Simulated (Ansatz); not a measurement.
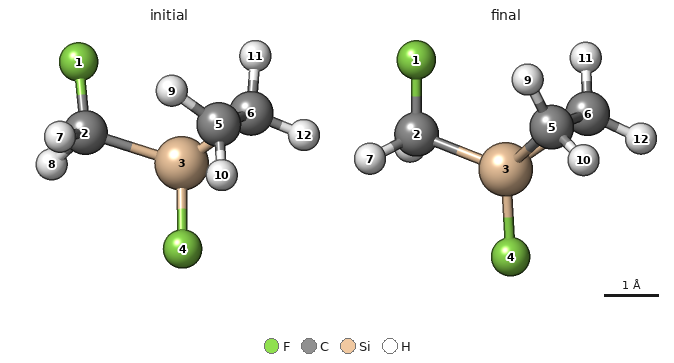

The structure of C3H6F2Si (coarse preliminary run) before (left) and after (right) a relaxation, at one scale.

A ball-and-stick model, seen at a tilt.

The start comes from a force field.

The calculation used Ansatz 0.2.0, RKS PBE-D4/def2-SVP. Set-up: force threshold 0.03 eV/Å; at most 200 steps.

What changed between the two?

H7 moves most after the best rigid fit: 0.84 Å. By element the largest moves are H 0.84 Å, Si 0.69 Å, F 0.51 Å, C 0.13 Å. Some distances before and after: Si3–C5 2.306 → 1.842 Å, C5–C6 1.458 → 1.587 Å, Si3–C6 1.767 → 1.842 Å, C5–H10 1.057 → 1.104 Å. New bonds form, among them: Si3–C5 (2.31 → 1.84 Å). Among the angles between lasting bonds that change: Si3–C6–C5 90.8° → 64.5°, H11–C6–H12 105.2° → 112.3°, F4–Si3–C6 113.7° → 120.7°. The energy falls by 149.7 kJ/mol in 10 accepted moves (12 points after the start). The largest force component goes from 2.9 to 0.011 eV/Å. The line search rejected the trial steps at points 6, 11 of the run.
